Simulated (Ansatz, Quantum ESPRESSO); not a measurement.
# PtSe2 (Sudovikovite): zone-centre phonons

Wanted: the vibrations of PtSe2 (Sudovikovite) at Γ, by two programs.

Method: DFT LDA, scalar-relativistic, plane waves, PseudoDojo norm-conserving pseudopotentials, in Quantum ESPRESSO 8.0 development, patched.

The database entry behind the starting cell has ideal inner coordinates that were not refined, so it need not match the best structure at ambient conditions.

## (1) The structure

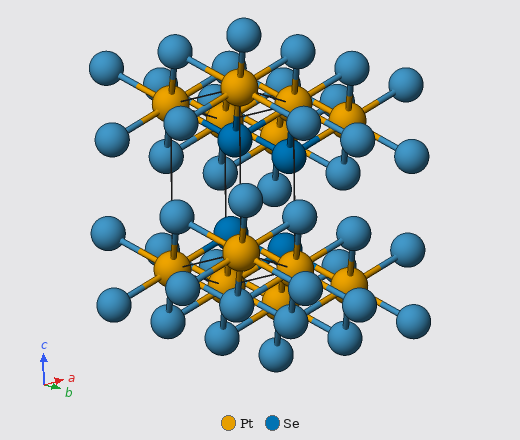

Start, viewed slightly off an axis; platinum orange, selenium blue. 1×2×1 cells are drawn. Some periodic images of atoms are drawn too.

## (2) A first look

Before anything dear is run, a loose run with smearing shows whether this is a metal and how far the cell is from rest.

The input, probe.in:

```
&CONTROL
  calculation = 'scf'
  prefix      = 'x'
  outdir      = './tmp'
  pseudo_dir  = './pseudo'
  tprnfor     = .true.
  tstress     = .true.
  verbosity   = 'high'
/
&SYSTEM
  ibrav       = 0
  nat         = 3
  ntyp        = 2
  ecutwfc     = 86.0
  occupations = 'smearing'
  smearing    = 'gaussian'
  degauss     = 0.01
/
&ELECTRONS
  conv_thr         = 1.0d-07
  mixing_beta      = 0.7
  electron_maxstep = 100
/
ATOMIC_SPECIES
 Pt    195.0840  Pt.upf
 Se     78.9710  Se.upf
CELL_PARAMETERS angstrom
     3.724000000    0.000000000    0.000000000
    -1.862000000    3.225078600    0.000000000
     0.000000000    0.000000000    5.062000000
ATOMIC_POSITIONS crystal
 Pt     0.000000000   0.000000000   0.000000000
 Se     0.333333330   0.666666670   0.250000000
 Se     0.666666670   0.333333330   0.750000000
K_POINTS automatic
 6 6 4 0 0 0
```

Run with:

```bash
OMP_NUM_THREADS=1 mpirun -n 8 pw.x -nk 8 -in probe.in > probe.out
```

The log of the run:

```text
[banners, grids, parts of the stress and lines that vanish by symmetry left out]
Program PWSCF v.8.0dev
     Message from routine setup:
     using ibrav=0 with symmetry is DISCOURAGED, use correct ibrav instead
[...]
kinetic-energy cutoff     =      86.0000  Ry
     charge density cutoff     =     344.0000  Ry
     scf convergence threshold =      1.0E-07
[...]
Exchange-correlation= SLA-PW-NOGX-NOGC
                           (   1   4   0   0   0   0   0)
[...]
12 Sym. Ops., with inversion, found
[...]
(     0          1          0      )
                  (     0          0          1      )
[...]
(  0.0000000  1.0000000  0.0000000 )
                  (  0.0000000  0.0000000  1.0000000 )
[...]
(    -1         -1          0      )
                  (     0          0         -1      )
[...]
(    -1          0          0      )
                  (     0          0          1      )
[...]
( -0.8660254 -0.5000000  0.0000000 )
                  (  0.0000000  0.0000000  1.0000000 )
[...]
number of k points=    24  Gaussian smearing, width (Ry)=  0.0100
[...]
End of self-consistent calculation
[...]
the Fermi energy is    13.4487 ev
!    total energy              =    -746.19147788 Ry
[...]
convergence has been achieved in   8 iterations
[...]
atom    1 type  1   force =     0.00000000   -0.00000000    0.00000000
     atom    2 type  2   force =     0.00000000    0.00000000    0.00713414
     atom    3 type  2   force =     0.00000000    0.00000000   -0.00713414
[...]
Total force =     0.010089     Total SCF correction =     0.000462
[...]
total   stress  (Ry/bohr**3)                   (kbar)     P=       -5.91
[...]
XML data file, charge density, pseudopotentials, collected wavefunctions

   JOB DONE.
```

Elapsed: 8 s, on 8 MPI ranks of Arm Neoverse V2, shared host; 64 s of CPU time.

Read from the output:

| Quantity | Value |
| --- | --- |
| volume per atom | 20.27 Å³ |
| pressure | -0.5903 GPa |
| gap on the k-mesh | 0 eV |

No gap opens on this mesh, so smearing is kept; the start stands at -0.59 GPa.

## (3) Relaxing the cell and atoms

The relaxation runs at a cutoff a fifth above that of the response, since stress converges more slowly with the basis than frequencies do. Forces and stress are brought to rest with tight thresholds.

The input, relax.in:

```
&CONTROL
  calculation   = 'vc-relax'
  prefix        = 'x'
  outdir        = './tmp'
  pseudo_dir    = './pseudo'
  tprnfor       = .true.
  tstress       = .true.
  forc_conv_thr = 2.0d-05
  etot_conv_thr = 1.0d-07
  nstep         = 40
/
&SYSTEM
  ibrav       = 0
  nat         = 3
  ntyp        = 2
  ecutwfc     = 103
  occupations = 'smearing'
  smearing    = 'mv'
  degauss     = 0.02
/
&ELECTRONS
  conv_thr         = 1.0d-11
  mixing_beta      = 0.7
  electron_maxstep = 100
/
&IONS
/
&CELL
  press_conv_thr = 0.2
/
ATOMIC_SPECIES
 Pt    195.0840  Pt.upf
 Se     78.9710  Se.upf
CELL_PARAMETERS angstrom
     3.724000000    0.000000000    0.000000000
    -1.862000000    3.225078600    0.000000000
     0.000000000    0.000000000    5.062000000
ATOMIC_POSITIONS crystal
 Pt     0.000000000   0.000000000   0.000000000
 Se     0.333333330   0.666666670   0.250000000
 Se     0.666666670   0.333333330   0.750000000
K_POINTS automatic
 12 12 8 0 0 0
```

Run with:

```bash
OMP_NUM_THREADS=1 mpirun -n 8 pw.x -nk 8 -in relax.in > relax.out
```

The log of the run:

```text
[banners, grids, parts of the stress and lines that vanish by symmetry left out]
[banner, memory and clock lines left out]
Program PWSCF v.8.0dev

[...]
kinetic-energy cutoff     =     103.0000  Ry
     charge density cutoff     =     412.0000  Ry
     scf convergence threshold =      1.0E-11
[...]
energy convergence thresh.=      1.0E-07
     force convergence thresh. =      2.0E-05
     press convergence thresh. =      2.0E-01
     Exchange-correlation= SLA-PW-NOGX-NOGC
                           (   1   4   0   0   0   0   0)
[...]
12 Sym. Ops., with inversion, found
[...]
number of k points=   131  Marzari-Vanderbilt smearing, width (Ry)=  0.0200
[...]
End of self-consistent calculation
[...]
the Fermi energy is    13.4307 ev
!    total energy              =    -746.19136470 Ry
[...]
convergence has been achieved in  11 iterations
[...]
atom    1 type  1   force =    -0.00000000    0.00000000    0.00000000
     atom    2 type  2   force =     0.00000000    0.00000000    0.00592150
     atom    3 type  2   force =     0.00000000    0.00000000   -0.00592150
     Total force =     0.008374     Total SCF correction =     0.000013
[...]
total   stress  (Ry/bohr**3)                   (kbar)     P=       -5.88
[...]
number of bfgs steps    =   0
[...]
CELL_PARAMETERS (angstrom)
[...]
ATOMIC_POSITIONS (crystal)
Pt              -0.0000000000        0.0000000000       -0.0000000000
Se               0.3333333300        0.6666666700        0.2506190283
Se               0.6666666700        0.3333333300        0.7493809717
[...]
New effective cutoffs (rho, wfc):  412.82  103.46
[...]
End of self-consistent calculation
[...]
the Fermi energy is    13.4891 ev
!    total energy              =    -746.19152978 Ry
[...]
convergence has been achieved in   7 iterations
[...]
atom    1 type  1   force =     0.00000000    0.00000000    0.00000000
     atom    2 type  2   force =     0.00000000    0.00000000    0.00608690
     atom    3 type  2   force =    -0.00000000   -0.00000000   -0.00608690
     Total force =     0.008608     Total SCF correction =     0.000006
[...]
total   stress  (Ry/bohr**3)                   (kbar)     P=       -4.59
[...]
number of bfgs steps    =   1
[...]
WARNING: bfgs curvature condition failed, Theta= 0.832
[...]
CELL_PARAMETERS (angstrom)
[...]
ATOMIC_POSITIONS (crystal)
Pt               0.0000000000        0.0000000000       -0.0000000000
[...]
New effective cutoffs (rho, wfc):  414.59  104.01
[...]
End of self-consistent calculation
[...]
the Fermi energy is    13.5419 ev
!    total energy              =    -746.19171186 Ry
[...]
convergence has been achieved in   7 iterations
[...]
atom    1 type  1   force =    -0.00000000   -0.00000000   -0.00000000
     atom    2 type  2   force =     0.00000000    0.00000000    0.00589407
     atom    3 type  2   force =    -0.00000000   -0.00000000   -0.00589407
     Total force =     0.008335     Total SCF correction =     0.000003
[...]
total   stress  (Ry/bohr**3)                   (kbar)     P=       -4.13
[...]
number of bfgs steps    =   2
[...]
WARNING: bfgs curvature condition failed, Theta= 0.914
[...]
Total force =     0.001413     Total SCF correction =     0.000005
[...]
total   stress  (Ry/bohr**3)                   (kbar)     P=       -0.08
[...]
number of bfgs steps    =   9
[...]
the Fermi energy is    14.4478 ev
!    total energy              =    -746.19384845 Ry
[...]
convergence has been achieved in   6 iterations
[...]
Total force =     0.000905     Total SCF correction =     0.000008
[...]
total   stress  (Ry/bohr**3)                   (kbar)     P=       -0.69
[...]
number of bfgs steps    =  10
[...]
the Fermi energy is    14.4458 ev
!    total energy              =    -746.19384993 Ry
[...]
convergence has been achieved in   6 iterations
[...]
Total force =     0.000274     Total SCF correction =     0.000006
[...]
total   stress  (Ry/bohr**3)                   (kbar)     P=       -0.39
[...]
number of bfgs steps    =  11
[...]
New effective cutoffs (rho, wfc):  462.61  116.67
[...]
the Fermi energy is    14.4484 ev
!    total energy              =    -746.19385011 Ry
[...]
convergence has been achieved in   6 iterations
[...]
atom    2 type  2   force =     0.00000000   -0.00000000   -0.00001937
     atom    3 type  2   force =    -0.00000000    0.00000000    0.00001937
     Total force =     0.000027     Total SCF correction =     0.000001
[...]
total   stress  (Ry/bohr**3)                   (kbar)     P=       -0.07
[...]
number of bfgs steps    =  12
[...]
small trust_radius: resetting bfgs history
[...]
CELL_PARAMETERS (angstrom)
[...]
ATOMIC_POSITIONS (crystal)
[...]
New effective cutoffs (rho, wfc):  462.61  116.67
[...]
End of self-consistent calculation
[...]
the Fermi energy is    14.4491 ev
!    total energy              =    -746.19385011 Ry
[...]
convergence has been achieved in   6 iterations
[...]
atom    1 type  1   force =     0.00000000   -0.00000000    0.00000000
     atom    2 type  2   force =     0.00000000    0.00000000   -0.00000044
     atom    3 type  2   force =    -0.00000000   -0.00000000    0.00000044
     Total force =     0.000001     Total SCF correction =     0.000000
[...]
total   stress  (Ry/bohr**3)                   (kbar)     P=       -0.01
[...]
bfgs converged in  14 scf cycles and  13 bfgs steps
[...]
End of BFGS Geometry Optimization
     Final enthalpy           =    -746.1938501124 Ry
     File ./tmp/x.bfgs deleted, as requested
[...]
CELL_PARAMETERS (angstrom)
[...]
ATOMIC_POSITIONS (crystal)
[...]
Se               0.3333333300        0.6666666700        0.2649011279
Se               0.6666666700        0.3333333300        0.7350988721
[...]
Final scf calculation at the relaxed structure.
[...]
kinetic-energy cutoff     =     103.0000  Ry
     charge density cutoff     =     412.0000  Ry
     scf convergence threshold =      1.0E-13
[...]
press convergence thresh. =      2.0E-01
     Exchange-correlation= SLA-PW-NOGX-NOGC
                           (   1   4   0   0   0   0   0)
[...]
12 Sym. Ops., with inversion, found
[...]
number of k points=   131  Marzari-Vanderbilt smearing, width (Ry)=  0.0200
[...]
End of self-consistent calculation
[...]
the Fermi energy is    14.4491 ev
!    total energy              =    -746.19383196 Ry
[...]
convergence has been achieved in  13 iterations
[...]
atom    1 type  1   force =     0.00000000    0.00000000    0.00000000
     atom    2 type  2   force =    -0.00000000   -0.00000000    0.00000140
     atom    3 type  2   force =     0.00000000   -0.00000000   -0.00000140
     Total force =     0.000002     Total SCF correction =     0.000000
[...]
total   stress  (Ry/bohr**3)                   (kbar)     P=       -0.03
[...]
XML data file, charge density, pseudopotentials, collected wavefunctions
```

It took 11 min on 8 MPI ranks.

Relaxation path:

```csv
step,energy less that of the first step (eV),largest force (eV/Å),pressure (GPa),volume (Å³)
1,0.0000,0.1522,-0.59,60.80
2,-0.0022,0.1565,-0.46,60.61
3,-0.0047,0.1515,-0.41,60.44
4,-0.0083,0.1420,-0.37,60.21
5,-0.0133,0.1273,-0.32,59.87
6,-0.0200,0.1046,-0.23,59.37
7,-0.0279,0.0668,-0.07,58.64
8,-0.0335,0.0051,0.21,57.60
9,-0.0336,0.0226,0.11,57.54
10,-0.0337,0.0257,-0.01,57.58
11,-0.0338,0.0164,-0.07,57.62
12,-0.0338,0.0050,-0.04,57.63
13,-0.0338,0.0005,-0.01,57.62
14,-0.0338,0.0000,0.00,57.62
15,-0.0336,0.0000,0.00,57.62
```

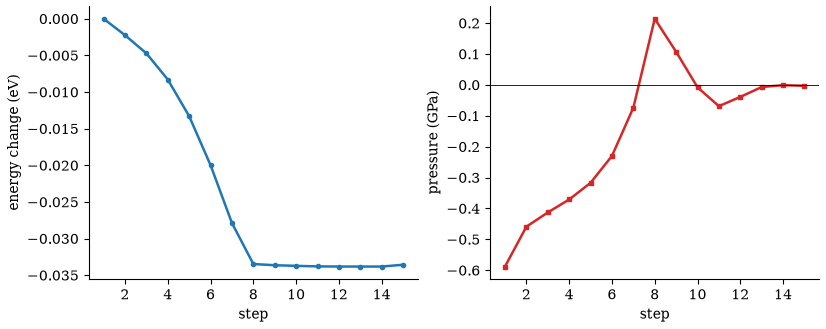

Energy and pressure along the relaxation.

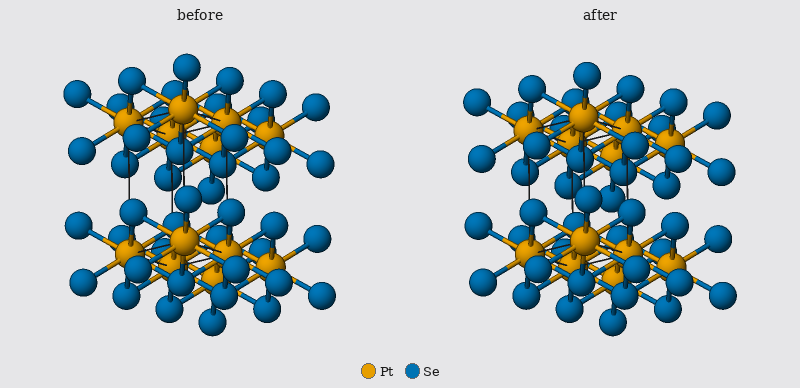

Before and after, at one scale.

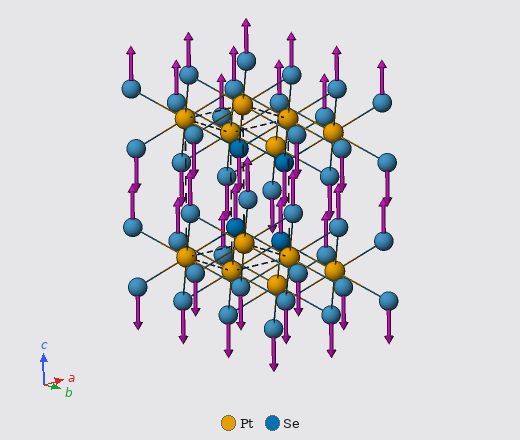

Displacements in the relaxation, exaggerated, measured against the changing cell; the longest in the cell stands for 0.07 Å. 1×2×1 cells are drawn. Some periodic images of atoms are drawn too.

```csv
"conventional cell, symmetrised",before,after,change
a (Å),3.724,3.742,+0.5 %
b (Å),3.724,3.742,+0.5 %
c (Å),5.062,4.753,-6.1 %
volume (Å³/atom),20.27,19.21,-5.2 %
```

The atoms that moved most (Å, as changes of fractional coordinates times the final cell):

```csv
atom,dx,dy,dz,length
Se2,0.000,0.000,0.071,0.071
Se3,0.000,0.000,-0.071,0.071
```

Final coordinates:

```cif
data_structure
_symmetry_space_group_name_H-M 'P 1'
_symmetry_Int_Tables_number 1
_cell_length_a 3.7416
_cell_length_b 3.7416
_cell_length_c 4.7526
_cell_angle_alpha 90.000
_cell_angle_beta 90.000
_cell_angle_gamma 120.000
_cell_volume 57.62
loop_
_atom_site_label
_atom_site_type_symbol
_atom_site_fract_x
_atom_site_fract_y
_atom_site_fract_z
_atom_site_occupancy
Pt1 Pt 0.00000 0.00000 0.00000 1
Se2 Se 0.33333 0.66667 0.26490 1
Se3 Se 0.66667 0.33333 0.73510 1
```

The last row of the table of steps is pw.x's closing run on a basis chosen anew for the final cell, so its energy can jump.

This step gave:

- volume per atom: 19.21 Å³
- pressure: -0.002667 GPa

The volume changes by -5.2 % from the cell with which this run began.

## (4) Self-consistent run for the response

Perturbation theory inherits every error of the wavefunctions, so the threshold is set near the limit of the arithmetic. Smearing stays on, as the first look found no gap above 0.3 eV.

The input, scf.in:

```
&CONTROL
  calculation = 'scf'
  prefix      = 'x'
  outdir      = './tmp'
  pseudo_dir  = './pseudo'
  tprnfor     = .true.
  tstress     = .true.
/
&SYSTEM
  ibrav       = 0
  nat         = 3
  ntyp        = 2
  ecutwfc     = 86.0
  occupations = 'smearing'
  smearing    = 'mv'
  degauss     = 0.02
/
&ELECTRONS
  conv_thr         = 1.0d-12
  mixing_beta      = 0.7
  electron_maxstep = 100
/
ATOMIC_SPECIES
 Pt    195.0840  Pt.upf
 Se     78.9710  Se.upf
CELL_PARAMETERS angstrom
     3.741613269    0.000000000    0.000000000
    -1.870806634    3.240332142    0.000000000
     0.000000000    0.000000000    4.752560993
ATOMIC_POSITIONS crystal
 Pt     0.000000000   0.000000000   0.000000000
 Se     0.333333333   0.666666667   0.264901128
 Se     0.666666667   0.333333333   0.735098872
K_POINTS automatic
 12 12 8 0 0 0
```

Run with:

```bash
OMP_NUM_THREADS=1 mpirun -n 8 pw.x -nk 8 -in scf.in > scf.out
```

The log of the run:

```text
[banners, grids, parts of the stress and lines that vanish by symmetry left out]
[banner, memory and clock lines left out]
Program PWSCF v.8.0dev

[...]
kinetic-energy cutoff     =      86.0000  Ry
     charge density cutoff     =     344.0000  Ry
     scf convergence threshold =      1.0E-12
[...]
Exchange-correlation= SLA-PW-NOGX-NOGC
                           (   1   4   0   0   0   0   0)
[...]
12 Sym. Ops., with inversion, found
[...]
number of k points=   131  Marzari-Vanderbilt smearing, width (Ry)=  0.0200
[...]
End of self-consistent calculation
[...]
the Fermi energy is    14.4492 ev
!    total energy              =    -746.19372701 Ry
[...]
convergence has been achieved in  12 iterations
[...]
atom    1 type  1   force =     0.00000000    0.00000000    0.00000000
     atom    2 type  2   force =     0.00000000    0.00000000    0.00000964
     atom    3 type  2   force =     0.00000000    0.00000000   -0.00000964
     Total force =     0.000014     Total SCF correction =     0.000005
[...]
total   stress  (Ry/bohr**3)                   (kbar)     P=       -0.04
[...]
XML data file, charge density, pseudopotentials, collected wavefunctions
```

Wall time 54 s (8 MPI ranks); 7.2 min of CPU time.

Read from the output:

| Item | Value |
| --- | --- |
| pressure | -0.004333 GPa |

The cell stands at -0.0043 GPa, close enough for phonons.

(Continued in part 2 of 3.)

[Host names and launcher messages were left out of these logs when they were recorded.]

[Logs are printed without paths, hosts, clocks, repeated set-up lines and the standing remarks that a program may print on its own settings, such as how far it seeks lower states.]

[Hosts, paths, dates, database ids (printed as entryN), source tags and the programs' standing remarks are cut or masked in the printed files.]
